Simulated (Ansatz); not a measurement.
# Geometry relaxation, with input and output: C$_{6}$H$_{15}$Al (part 1 of 2)

System: C$_{6}$H$_{15}$Al, SMILES C[CH2][Al]([CH2]C)[CH2]C.
Method: RKS PBE0-D4/def2-TZVP (Ansatz 0.2.0).

The geometry: PBE-D4/def2-SVP start. Figures and captions count atoms from 1; the log counts them from 0 in places.

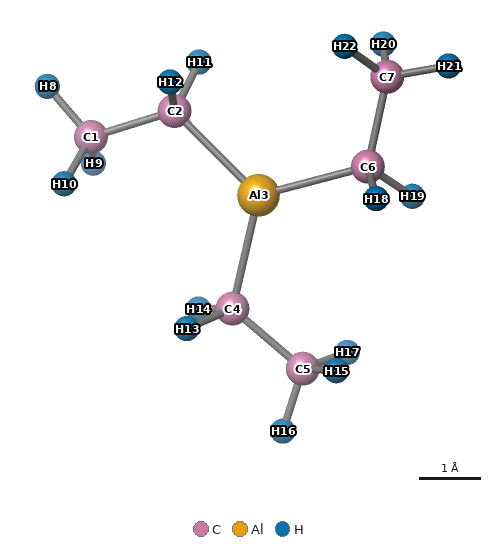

**Figure 1.** The structure as given in the input (ball-and-stick view, seen at a tilt; atoms are numbered from 1 in the order of the input). Sticks mark near contacts. Bond lengths as drawn: Al–C 1.98 Å, C–C 1.54 Å and C–H 1.11 to 1.12 Å.

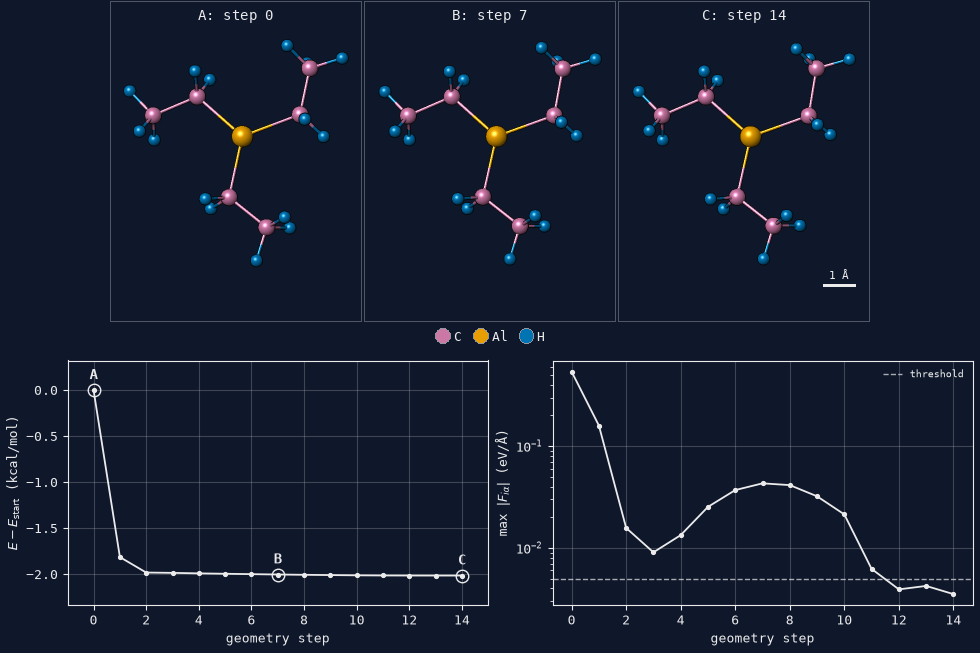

**Figure 2.** Frames of the relaxation (ball-and-stick view, seen at a tilt) above the curves, on which the letters mark them (the first geometry is step 0 here and step 1 in the log).

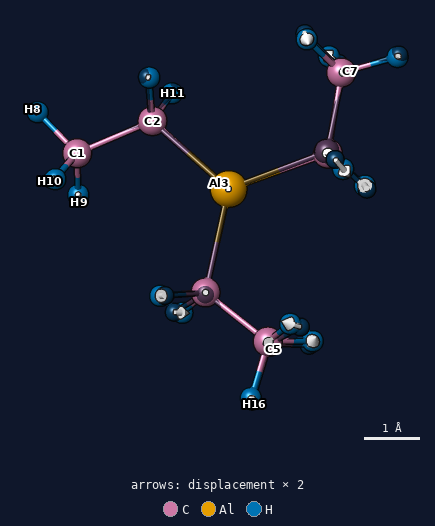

**Figure 3.** Start (faint) and end (solid) with the displacements as white arrows, magnified 2 times (ball-and-stick view, seen at a tilt). The two geometries are laid on each other by the best rigid fit. The largest moves after the best rigid fit, 0.30 Å, are those of H18 and H19. By element the largest moves are H 0.30 Å, C 0.13 Å, Al 0.05 Å. Among the contacts that change: C2–H11 1.116 → 1.099 Å, C1–H10 1.111 → 1.094 Å, Al3–C4 1.984 → 1.968 Å, C1–C2 1.537 → 1.528 Å. Over 14 geometry steps the energy falls by 2.01 kcal/mol. Largest force component: 0.54 eV/Å at the start, 0.0035 eV/Å at the end. (Atoms are counted from 1 in the order of the input.)

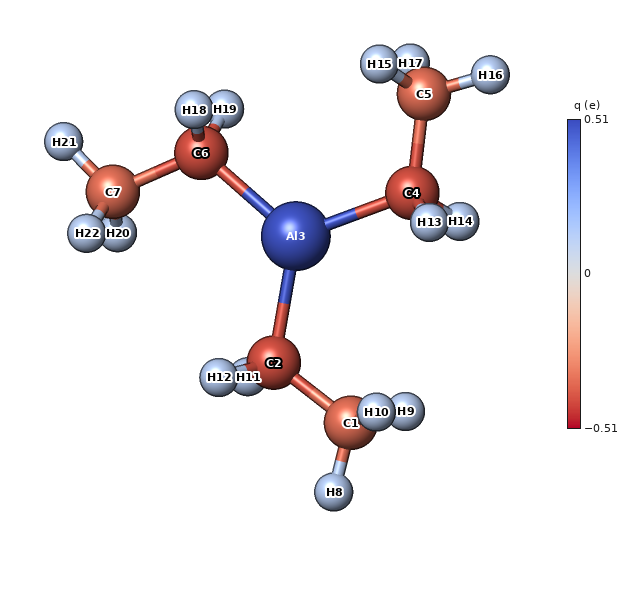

**Figure 4.** Mulliken charges, as the colour of each atom (ball-and-stick view, seen at a tilt; atoms are numbered from 1 in the order of the input; Mulliken charges depend strongly on the basis). By element: C −0.41 to −0.35, Al +0.49 and H +0.11 to +0.12 e.

The input that produced these results follows, with the program's output.

Input file:
```yaml
crystal:
  periodic: [false, false, false]
  atoms:
    - {symbol: C, position_ang: [1.073673, -2.245661, -1.703001]}
    - {symbol: C, position_ang: [1.401883, -0.874561, -1.091408]}
    - {symbol: Al, position_ang: [-0.021511, 0.021160, -0.039923]}
    - {symbol: C, position_ang: [-1.803213, -0.829177, 0.151832]}
    - {symbol: C, position_ang: [-2.795611, -0.175113, 1.127784]}
    - {symbol: C, position_ang: [0.323088, 1.795862, 0.777114]}
    - {symbol: C, position_ang: [1.767847, 2.321675, 0.740976]}
    - {symbol: H, position_ang: [1.919663, -2.674040, -2.283322]}
    - {symbol: H, position_ang: [0.808498, -2.992644, -0.925043]}
    - {symbol: H, position_ang: [0.205234, -2.193528, -2.393442]}
    - {symbol: H, position_ang: [2.304408, -0.943358, -0.438608]}
    - {symbol: H, position_ang: [1.715298, -0.158100, -1.888307]}
    - {symbol: H, position_ang: [-2.242420, -0.870981, -0.875228]}
    - {symbol: H, position_ang: [-1.646588, -1.903688, 0.409688]}
    - {symbol: H, position_ang: [-2.992053, 0.887959, 0.869911]}
    - {symbol: H, position_ang: [-3.781696, -0.688156, 1.148333]}
    - {symbol: H, position_ang: [-2.412146, -0.177589, 2.170872]}
    - {symbol: H, position_ang: [-0.361234, 2.513271, 0.260184]}
    - {symbol: H, position_ang: [-0.064447, 1.777916, 1.823561]}
    - {symbol: H, position_ang: [2.462210, 1.661361, 1.304058]}
    - {symbol: H, position_ang: [1.866324, 3.338952, 1.178794]}
    - {symbol: H, position_ang: [2.163492, 2.378241, -0.296125]}
basis:
  gaussian: {orbitals: def2-TZVP}
hamiltonian: {xc: pbe0, dispersion: d4}
relax: {f_tol: 0.005, max_steps: 150}
```

Command:
```bash
ansatz run in.yaml --threads 2 --pin off --events-out ev --progress --plain --max-ram 22528MiB --backend cuda --devices 0, --max-vram 18GiB
```

What the program printed:
```
Functional definition: PBE0
  name "PBE0"
  cite "Adamo & Barone, J. Chem. Phys. 110, 6158 (1999) doi:10.1063/1.478522"
  cite "Perdew, Burke & Ernzerhof, Phys. Rev. Lett. 77, 3865 (1996) doi:10.1103/PhysRevLett.77.3865"
  parent pbe
  parameter a = 0.25
  parameter kappa = 0.804
  parameter beta = 0.06672455060314922
  exchange = (1 - a)*pbe_x(kappa = kappa, mu = beta*pi^2/3) + a*exact_x
  correlation = pbe_c(beta = beta)
2019 factors; their error is unknown
mean field evaluation 1: about -13034.1174 eV, gradient 9.5e1 eV
mean field evaluation 2: about -13023.4140 eV, gradient 1.1e2 eV
mean field evaluation 4: about -13055.3887 eV, gradient 1.3e0 eV
mean field evaluation 8: about -13055.3942 eV, gradient 2.8e-2 eV
mean field evaluation 16: about -13055.3736 eV, gradient 1.9e-4 eV
mean field -13055.37361238 eV, -479.7761310050 hartree, gradient 1.1e-5 eV, S^2 0.000000; 0 other end points of the search recorded, 0 dependent functions left out
the calculation of the forces begins
reference -13055.37365877 eV, -479.7761327096 hartree; 32, 32 occupied and 281, 281 virtual orbitals, 2019 factors
relax step   1: F+E_penalty+E_count = -13055.74891075 eV  Δ(F+E_penalty+E_count) = +0.000e0 eV  max|allowed force component| = 5.392e-1 eV/Å  Δτ_max = 0.0000 Å  (29 SCF iters, accepted)
these checks for a lower state are left out or cut short: starts, cluster_reference, orbital_swaps, neighbouring_geometries, increment
2019 factors; their error is unknown
mean field -13055.44965162 eV, -479.7789253955 hartree, gradient 2.7e-5 eV, S^2 0.000000; 0 other end points of the search recorded, 0 dependent functions left out
[... from here on the field's lines of each further geometry are left out, up to the last ...]
relax step   2: F+E_penalty+E_count = -13055.82753081 eV  Δ(F+E_penalty+E_count) = -7.862e-2 eV  max|allowed force component| = 1.592e-1 eV/Å  Δτ_max = 0.0322 Å  (29 SCF iters, accepted)
relax step   3: F+E_penalty+E_count = -13055.83481053 eV  Δ(F+E_penalty+E_count) = -7.280e-3 eV  max|allowed force component| = 1.570e-2 eV/Å  Δτ_max = 0.0157 Å  (29 SCF iters, accepted)
relax step   4: F+E_penalty+E_count = -13055.83496161 eV  Δ(F+E_penalty+E_count) = -1.511e-4 eV  max|allowed force component| = 9.043e-3 eV/Å  Δτ_max = 0.0084 Å  (29 SCF iters, accepted)
relax step   5: F+E_penalty+E_count = -13055.83519317 eV  Δ(F+E_penalty+E_count) = -2.316e-4 eV  max|allowed force component| = 1.334e-2 eV/Å  Δτ_max = 0.0273 Å  (28 SCF iters, accepted)
relax step   6: F+E_penalty+E_count = -13055.83538606 eV  Δ(F+E_penalty+E_count) = -1.929e-4 eV  max|allowed force component| = 2.529e-2 eV/Å  Δτ_max = 0.0362 Å  (28 SCF iters, accepted)
relax step   7: F+E_penalty+E_count = -13055.83556550 eV  Δ(F+E_penalty+E_count) = -1.794e-4 eV  max|allowed force component| = 3.697e-2 eV/Å  Δτ_max = 0.0358 Å  (28 SCF iters, accepted)
relax step   8: F+E_penalty+E_count = -13055.83573464 eV  Δ(F+E_penalty+E_count) = -1.691e-4 eV  max|allowed force component| = 4.306e-2 eV/Å  Δτ_max = 0.0364 Å  (28 SCF iters, accepted)
relax step   9: F+E_penalty+E_count = -13055.83587866 eV  Δ(F+E_penalty+E_count) = -1.440e-4 eV  max|allowed force component| = 4.138e-2 eV/Å  Δτ_max = 0.0279 Å  (28 SCF iters, accepted)
relax step  10: F+E_penalty+E_count = -13055.83600644 eV  Δ(F+E_penalty+E_count) = -1.278e-4 eV  max|allowed force component| = 3.213e-2 eV/Å  Δτ_max = 0.0171 Å  (29 SCF iters, accepted)
relax step  11: F+E_penalty+E_count = -13055.83612082 eV  Δ(F+E_penalty+E_count) = -1.144e-4 eV  max|allowed force component| = 2.132e-2 eV/Å  Δτ_max = 0.0202 Å  (29 SCF iters, accepted)
relax step  12: F+E_penalty+E_count = -13055.83618979 eV  Δ(F+E_penalty+E_count) = -6.897e-5 eV  max|allowed force component| = 6.214e-3 eV/Å  Δτ_max = 0.0231 Å  (28 SCF iters, accepted)
relax step  13: F+E_penalty+E_count = -13055.83622016 eV  Δ(F+E_penalty+E_count) = -3.037e-5 eV  max|allowed force component| = 3.912e-3 eV/Å  Δτ_max = 0.0263 Å  (28 SCF iters, accepted)
relax step  14: F+E_penalty+E_count = -13055.83622827 eV  Δ(F+E_penalty+E_count) = -8.110e-6 eV  max|allowed force component| = 4.228e-3 eV/Å  Δτ_max = 0.0111 Å  (29 SCF iters, accepted)
the calculation of the forces begins
reference -13055.45662776 eV, -479.7791817640 hartree; 32, 32 occupied and 281, 281 virtual orbitals, 2019 factors
relax step  15: F+E_penalty+E_count = -13055.83623127 eV  Δ(F+E_penalty+E_count) = -2.994e-6 eV  max|allowed force component| = 3.515e-3 eV/Å  Δτ_max = 0.0102 Å  (29 SCF iters, accepted)
2019 factors; their error is unknown
mean field evaluation 128: about -13055.4665 eV, gradient 1.4e0 eV
mean field -13055.45658219 eV, -479.7791800892 hartree, gradient 2.5e-5 eV, S^2 0.000000; 1 other end points of the search recorded, 0 dependent functions left out
the calculation of the forces begins
reference -13055.45662776 eV, -479.7791817640 hartree; 32, 32 occupied and 281, 281 virtual orbitals, 2019 factors
Total energy: -13055.83627684 eV, -479.7931336102 hartree
Atom 0 at     1.054540    -2.214220    -1.697824 Å, force     0.000523    -0.000297    -0.000862 eV/Å
Atom 1 at     1.404020    -0.868545    -1.063675 Å, force    -0.000845    -0.000481    -0.001384 eV/Å
Atom 2 at    -0.005535    -0.000585     0.000143 Å, force     0.001452     0.001430    -0.000650 eV/Å
Atom 3 at    -1.767923    -0.856503     0.182689 Å, force    -0.000917    -0.000556     0.000601 eV/Å
Atom 4 at    -2.807800    -0.114636     1.021416 Å, force    -0.000415     0.000659     0.000077 eV/Å
Atom 5 at     0.347213     1.724011     0.879610 Å, force     0.000147     0.001837     0.002208 eV/Å
Atom 6 at     1.740072     2.321965     0.685246 Å, force     0.000018    -0.001041    -0.000996 eV/Å
Atom 7 at     1.884366    -2.633107    -2.276165 Å, force    -0.000940    -0.000349     0.000268 eV/Å
Atom 8 at     0.782123    -2.957720    -0.943284 Å, force     0.000096     0.000712    -0.000961 eV/Å
Atom 9 at     0.200329    -2.131751    -2.375957 Å, force     0.001384    -0.000047     0.000704 eV/Å
Atom 10 at     2.291315    -0.971431    -0.423301 Å, force    -0.000070     0.000263     0.000065 eV/Å
Atom 11 at     1.721111    -0.156756    -1.839099 Å, force    -0.000702    -0.001162     0.001795 eV/Å
Atom 12 at    -2.157541    -1.036987    -0.829190 Å, force     0.001258     0.000343     0.001751 eV/Å
Atom 13 at    -1.607768    -1.866386     0.586162 Å, force    -0.000111     0.001581    -0.001075 eV/Å
Atom 14 at    -3.021481     0.877960     0.614563 Å, force     0.000240    -0.002637     0.001250 eV/Å
Atom 15 at    -3.760813    -0.650584     1.077533 Å, force     0.001439     0.001433     0.000413 eV/Å
Atom 16 at    -2.464327     0.037504     2.048681 Å, force    -0.001167    -0.000231    -0.002059 eV/Å
Atom 17 at    -0.419730     2.434603     0.540308 Å, force     0.001177    -0.001628     0.000875 eV/Å
Atom 18 at     0.135222     1.600982     1.951215 Å, force    -0.000058     0.000788    -0.003067 eV/Å
Atom 19 at     2.521936     1.654418     1.058747 Å, force    -0.001899     0.002118    -0.001112 eV/Å
Atom 20 at     1.861175     3.279286     1.202489 Å, force    -0.000043    -0.002367    -0.001355 eV/Å
Atom 21 at     1.960193     2.498282    -0.371608 Å, force    -0.000568    -0.000368     0.003515 eV/Å
Dipole moment:    -0.000237    -0.000009     0.000060 e Å
```

Trajectory as extended XYZ (Å, eV, eV/Å), 10 of the 15 frames kept, from step=1 to step=15:
```
22
Properties=species:S:1:pos:R:3:forces:R:3 step=1 energy=-13055.74891
C     1.0737   -2.2457   -1.7030   -0.0825  -0.3005  -0.1294
C     1.4019   -0.8746   -1.0914    0.3352   0.1828  -0.0512
Al   -0.0215    0.0212   -0.0399    0.0071  -0.0048   0.0235
C    -1.8032   -0.8292    0.1518   -0.0963  -0.3052  -0.2204
C    -2.7956   -0.1751    1.1278   -0.2016   0.1513   0.2110
C     0.3231    1.7959    0.7771   -0.2994   0.2080   0.1372
C     1.7678    2.3217    0.7410    0.3099   0.0996  -0.0146
H     1.9197   -2.6740   -2.2833   -0.3899   0.2349   0.2878
H     0.8085   -2.9926   -0.9250    0.1320   0.3824  -0.3553
H     0.2052   -2.1935   -2.3934    0.4180   0.0029   0.3406
H     2.3044   -0.9434   -0.4386   -0.4220  -0.0109  -0.3028
H     1.7153   -0.1581   -1.8883   -0.1556  -0.3624   0.3385
H    -2.2424   -0.8710   -0.8752    0.1720   0.0382   0.5062
H    -1.6466   -1.9037    0.4097   -0.0966   0.5333  -0.0854
H    -2.9921    0.8880    0.8699    0.1224  -0.5392   0.1054
H    -3.7817   -0.6882    1.1483    0.4879   0.2275  -0.0302
H    -2.4121   -0.1776    2.1709   -0.1652  -0.0104  -0.5335
H    -0.3612    2.5133    0.2602    0.3640  -0.3171   0.2408
H    -0.0644    1.7779    1.8236    0.2345   0.0119  -0.4991
H     2.4622    1.6614    1.3041   -0.3729   0.3152  -0.2770
H     1.8663    3.3390    1.1788   -0.0711  -0.4971  -0.2063
H     2.1635    2.3782   -0.2961   -0.2300  -0.0404   0.5142
```
